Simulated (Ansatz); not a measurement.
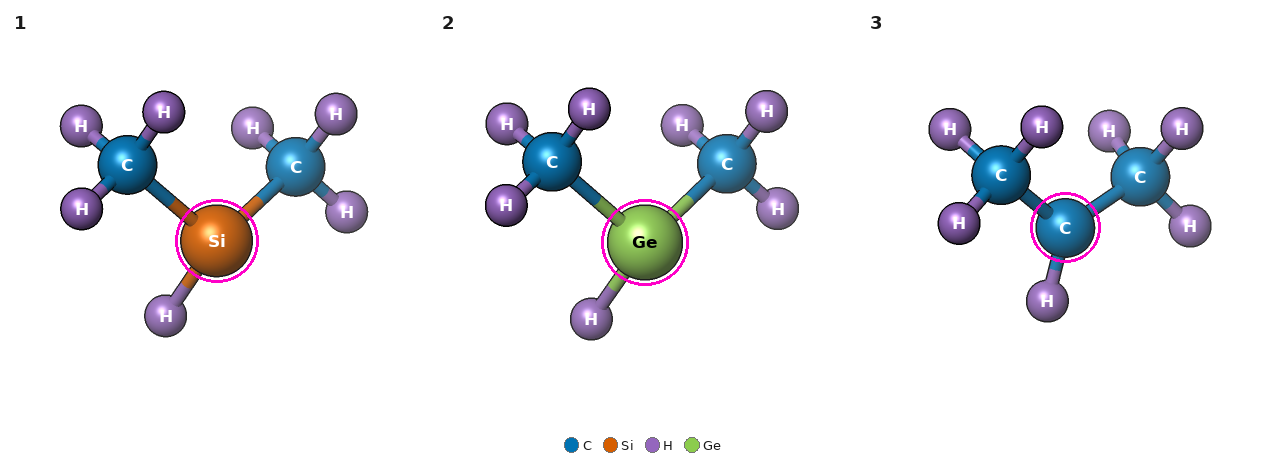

3 molecules with one skeleton, seen from the same side and at one scale; the atom that differs is circled. State: neutral, doublet. Computed geometries: PBE0-D4/def2-TZVP optimisations, one conformation each. Properties computed with Ansatz 0.2.0.

One atom differs, called X below: Si in panel 1, Ge in panel 2, C in panel 3. Their formulas are C2H7Si (`C[SiH]C`), C2H7Ge (`[CH3][GeH][CH3]`), C3H7 (`C[CH]C`).

Rank them by the angle C–X–C, lowest first (PBE0-D4/def2-TZVP).

Answer. 2 (Ge), 1 (Si), 3 (C).

Rank them by the mean length of X–C, lowest first (PBE0-D4/def2-TZVP).

Answer. 3 (C), 1 (Si), 2 (Ge).

Give the values. With PBE0-D4/def2-TZVP: mean length of X–C (Å), length of X–H (Å), angle C–X–C (°), harmonic zero-point energy (kJ/mol). With PBE-D4/def2-TZVPP: dipole moment (D).

```json
{"quantity": "mean length of X–C (Å)", "1 (Si)": "1.877", "2 (Ge)": "1.964", "3 (C)": "1.481"}
{"quantity": "length of X–H (Å)", "1 (Si)": "1.495", "2 (Ge)": "1.553", "3 (C)": "1.084"}
{"quantity": "angle C–X–C (°)", "1 (Si)": "111.8", "2 (Ge)": "110.6", "3 (C)": "120.7"}
{"quantity": "dipole moment (D)", "1 (Si)": "0.94", "2 (Ge)": "0.83", "3 (C)": "0.22"}
{"quantity": "harmonic zero-point energy (kJ/mol)", "1 (Si)": "211.6", "2 (Ge)": "209.0", "3 (C)": "231.1"}
```
